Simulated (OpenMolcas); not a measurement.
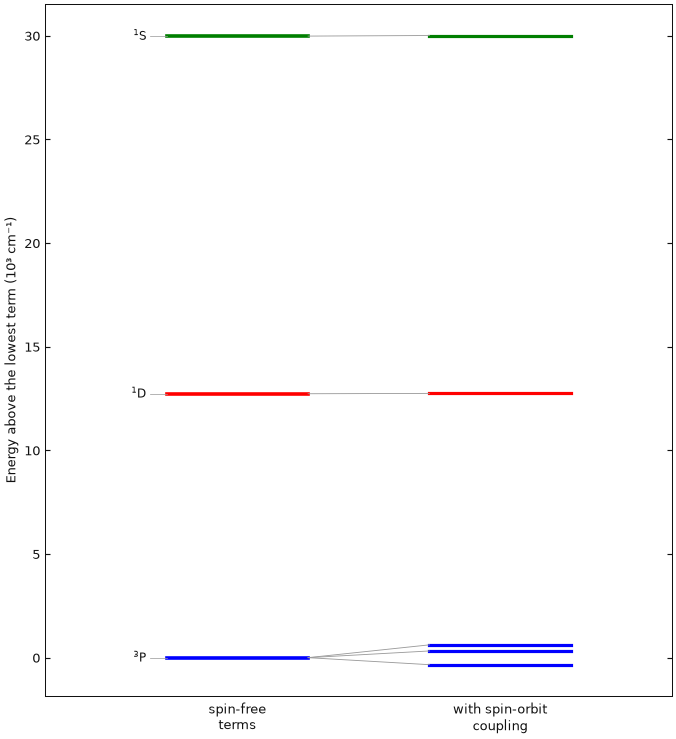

Figure 1. Terms of Cl⁺ without and with spin-orbit coupling; the J values are left off. ³P (at 0) splits over 957 cm⁻¹ into J = 2, 1, 0 from the bottom up (inverted); ¹D (at 12,700 cm⁻¹) gives the one level J = 2; ¹S (at 30,000 cm⁻¹) gives the one level J = 0. The ground level lies 339 cm⁻¹ below the lowest term.

## Cl⁺: multiconfigurational calculation

System: Cl⁺.
Method: state-averaged SS-CASPT2, IPEA shift 0.25, imaginary shift 0.1 hartree, closed shells 2s 2p 3s correlated, active space 4 electrons in the shell 3p, basis ANO-RCC-VDZP, DKH2 scalar Hamiltonian, spin-orbit coupling by RASSI with atomic mean-field integrals (OpenMolcas).

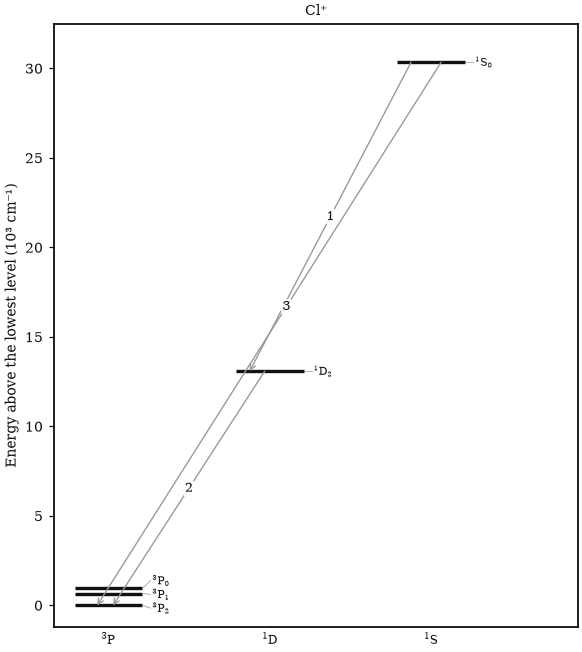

Figure 2. Levels of Cl II (Cl⁺) with 3 numbered transitions. Rates are at computed energies.

| No. | Upper | Lower | Type | λ (vacuum) | A (s⁻¹) |
| --- | --- | --- | --- | --- | --- |
| 1 | 3p⁴ ¹S₀ | 3p⁴ ¹D₂ | E2 | 579 nm | 3.4 |
| 2 | 3p⁴ ¹D₂ | 3p⁴ ³P₂ | M1 | 764 nm | 0.11 |
| 3 | 3p⁴ ¹S₀ | 3p⁴ ³P₂ | E2 | 330 nm | 0.022 |

Line 1 has the largest rate; it falls in the visible region.

These pictures come from the run below.

**Input**
```
&GATEWAY
Coord
1

Cl 0.0 0.0 0.0
Basis=ANO-RCC-VDZP
Group=XYZ
NoMove
AngMom=0.0 0.0 0.0
AMFI
&SEWARD
&RASSCF
FileOrb=start.orb
Symmetry=1
Spin=3
nActEl=4 0 0
Inactive=3 3
Ras2=0 3
CIRoot=3 3 1
SDav=3
CIMx=300
Iter=120 100
PrWF=0.3
OrbListing=Nothing
MaxOrb=0
Atom
>>> COPY $Project.JobIph JOB001
&RASSCF
FileOrb=start.orb
Symmetry=1
Spin=1
nActEl=4 0 0
Inactive=3 3
Ras2=0 3
CIRoot=6 6 1
SDav=6
CIMx=300
Iter=120 100
PrWF=0.3
OrbListing=Nothing
MaxOrb=0
Atom
>>> COPY $Project.JobIph JOB002
&RASSI
NrOfJobIphs=2 3 6
1 2 3
1 2 3 4 5 6
IphNames
JOB001
JOB002
EJob
SpinOrbit
DIPRint=1.0
SOCoupling=1000.0
Subsets=2
MEES
Property=10
'ANGMOM' 1 'ANGMOM' 2 'ANGMOM' 3 'MLTPL  1' 1 'MLTPL  1' 2 'MLTPL  1' 3
'AMFI' 1 'AMFI' 2 'AMFI' 3 'MLTPL  2' 6
SOProperty=3
'ANGMOM' 1 'ANGMOM' 2 'ANGMOM' 3
>>> COPY JOB001 $Project.JobIph
&CASPT2
Multistate=3 1 2 3
Frozen=1 0
IPEA=0.25
Imaginary=0.1
MaxIter=60
WThr=0.0 0.3 0.05
PrWF=0.5
NoMix
>>> COPY JOB002 $Project.JobIph
&CASPT2
Multistate=6 1 2 3 4 5 6
Frozen=1 0
IPEA=0.25
Imaginary=0.1
MaxIter=60
WThr=0.0 0.3 0.05
PrWF=0.5
NoMix
```

The file start.orb holds starting orbitals from an earlier step. A driver script formed the levels outside the program, from RASSI's spin-orbit matrix and the CASPT2 energies (for multi-state variants, the effective Hamiltonian), averaged over the components of each term or state. The log and the time are those of the CASPT2 step.

**The program's output (extracts)**
```
--- CASPT2 ---
Orbital specifications:
      -----------------------

      Symmetry species                           1   2
                                                ag  au
      Frozen orbitals                            1   0
      Inactive orbitals                          2   3
      Active orbitals                            0   3
      Secondary orbitals                         6   3
      Deleted orbitals                           0   0
      Number of basis functions                  9   9
Type of calculation                        MS-CASPT2
      Fock operator                              state-specific
      IPEA shift                                 0.25
      Real shift                                 0.00
      Imaginary shift                            0.10
      The input orbitals will be transformed to quasi-canonical
Reference energy:        -460.4574038410
      E2 (Non-variational):      -0.1007174705
      Shift correction:          -0.0001881399
      E2 (Variational):          -0.1009056104
      Total energy:            -460.5583094515
      Residual norm:              0.0000002058
      Reference weight:           0.95947
      Contributions to the CASPT2 correlation energy
      Active & Virtual Only:         -0.0470929844
      One Inactive Excited:          -0.0442070655
      Two Inactive Excited:          -0.0094174206
Reference energy:        -460.4574038410
      E2 (Non-variational):      -0.1007174705
      Shift correction:          -0.0001881399
      E2 (Variational):          -0.1009056104
      Total energy:            -460.5583094515
      Residual norm:              0.0000002058
      Reference weight:           0.95947
      Contributions to the CASPT2 correlation energy
      Active & Virtual Only:         -0.0470929844
      One Inactive Excited:          -0.0442070655
      Two Inactive Excited:          -0.0094174206
::    CASPT2 Root  1     Total energy:   -460.55830945
::    CASPT2 Root  2     Total energy:   -460.55830945
::    CASPT2 Root  3     Total energy:   -460.55830945
::    MS-CASPT2 Root  1     Total energy:   -460.55830945
::    MS-CASPT2 Root  2     Total energy:   -460.55830945
::    MS-CASPT2 Root  3     Total energy:   -460.55830945
--- CASPT2 ---
Orbital specifications:
      -----------------------

      Symmetry species                           1   2
                                                ag  au
      Frozen orbitals                            1   0
      Inactive orbitals                          2   3
      Active orbitals                            0   3
      Secondary orbitals                         6   3
      Deleted orbitals                           0   0
      Number of basis functions                  9   9
Type of calculation                        MS-CASPT2
      Fock operator                              state-specific
      IPEA shift                                 0.25
      Real shift                                 0.00
      Imaginary shift                            0.10
      The input orbitals will be transformed to quasi-canonical
Reference energy:        -460.3934244208
      E2 (Non-variational):      -0.1068108770
      Shift correction:          -0.0002118970
      E2 (Variational):          -0.1070227740
      Total energy:            -460.5004471949
      Residual norm:              0.0000001089
      Reference weight:           0.95580
      Contributions to the CASPT2 correlation energy
      Active & Virtual Only:         -0.0478302082
      One Inactive Excited:          -0.0493642192
      Two Inactive Excited:          -0.0096164497
Reference energy:        -460.3934244208
      E2 (Non-variational):      -0.1068119624
      Shift correction:          -0.0002118990
      E2 (Variational):          -0.1070238614
      Total energy:            -460.5004482823
      Residual norm:              0.0000001088
      Reference weight:           0.95580
      Contributions to the CASPT2 correlation energy
      Active & Virtual Only:         -0.0478312081
      One Inactive Excited:          -0.0493643084
      Two Inactive Excited:          -0.0096164459
::    CASPT2 Root  1     Total energy:   -460.50044719
::    CASPT2 Root  2     Total energy:   -460.50044828
::    CASPT2 Root  3     Total energy:   -460.50041054
::    CASPT2 Root  4     Total energy:   -460.50044916
::    CASPT2 Root  5     Total energy:   -460.49977196
::    CASPT2 Root  6     Total energy:   -460.42170476
::    MS-CASPT2 Root  1     Total energy:   -460.50065732
::    MS-CASPT2 Root  2     Total energy:   -460.50045224
::    MS-CASPT2 Root  3     Total energy:   -460.50043076
::    MS-CASPT2 Root  4     Total energy:   -460.50023916
::    MS-CASPT2 Root  5     Total energy:   -460.49984597
::    MS-CASPT2 Root  6     Total energy:   -460.42160645
```

**Spin-orbit levels, grouped by J and assigned**

| Configuration | Level | E (cm⁻¹) | LS purity (%) | Landé g |
| --- | --- | --- | --- | --- |
| 3p⁴ | ³P₂ | 0 | 100 | 1.501 |
| 3p⁴ | ³P₁ | 662 | 100 | 1.501 |
| 3p⁴ | ³P₀ | 957 | 100 | – |
| 3p⁴ | ¹D₂ | 13,090 | 100 | 1.001 |
| 3p⁴ | ¹S₀ | 30,350 | 100 | – |

**Key numbers**

```
                                 quantity                              value
                                  outcome                          converged
                             lowest level                            3p⁴ ³P₂
                      first excited level  3p⁴ ³P₁, 662 cm⁻¹ (measured: 696)
      energy of the lowest spin-free term                 −460.55831 hartree
    energy of the lowest spin-orbit level                 −460.55985 hartree
                CASPT2 correlation energy                    −0.1009 hartree
largest spread among components of a term                         148.6 cm⁻¹
                  lowest reference weight                              0.945
                                 hardware          1 CPU thread, shared host
                                wall time                             0.88 s
```

**Notes**

The components of ¹D, which symmetry makes degenerate, are split by 149 cm⁻¹ in CASPT2. This is an artefact; the levels of such states rest on averages and are uncertain by about as much. The run is of multi-state type; this report uses its single-state energies. Limits: closed s shell leaves the highest p terms too high; only configurations of the active space are included.
